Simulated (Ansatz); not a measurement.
The starting structures come from a database of crystals and need not be the phases stable at ambient conditions.

 Where the default PAW files enter, the runs use the earlier of Ansatz's two default sets.

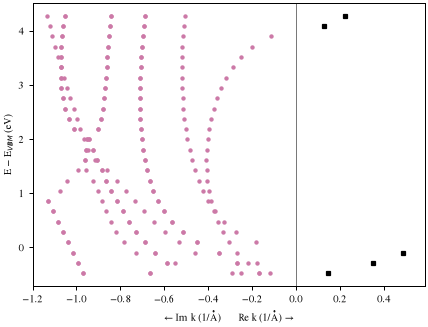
Figure. Complex bands at the centre of the two-dimensional zone; r2SCAN run with Ansatz (a quantum-chemistry and plane-wave program)

No gap correction and no spin-orbit coupling; mid-gap values are interpolated between computed energies.

This is Li$_{6}$TeO$_{6}$ (R-3, not sure to be the ambient phase, 13 atoms a cell, 9.5 Å³ an atom) along the normal of (101). Read off the slowest decay at the centre of the two-dimensional zone at 2.00 eV, the computed energy nearest the middle of the gap.

κ ≈ 0.40 1/Å, a decay length 1/(2κ) of the density of 1.2 Å.
